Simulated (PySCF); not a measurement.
SMILES COCC(C)=O at its GFN2-xTB optimised geometry (Å):

```
14

C      2.3847    -0.6253     0.0000
O      0.9797    -0.6253     0.0000
C      0.4341     0.6684     0.0000
C     -1.0880     0.6426    -0.0080
C     -1.7001    -0.7228    -0.0375
O     -1.7195     1.6681     0.0080
H      2.6949    -1.6681     0.0028
H      2.7837    -0.1230     0.8900
H      2.7835    -0.1277    -0.8927
H      0.7614     1.2349     0.8874
H      0.7678     1.2368    -0.8841
H     -1.3706    -1.2764     0.8384
H     -1.3341    -1.2583    -0.9099
H     -2.7837    -0.6524    -0.0583
```

Method: PBE/def2-TZVP (PySCF 2.14.0). Cells within 0.4 Å of a nucleus heavier than hydrogen are left out (blank, or x).

Map of the deformation density (molecule minus spherical neutral atoms) (e/bohr³) on the plane z = 0.0 Å:

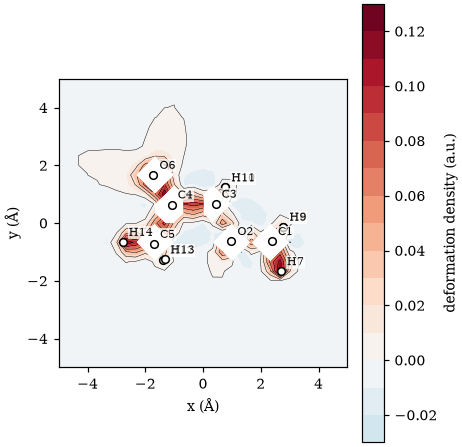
Figure: Deformation density (molecule minus spherical neutral atoms) (e/bohr³) on the plane z = 0.0 Å.
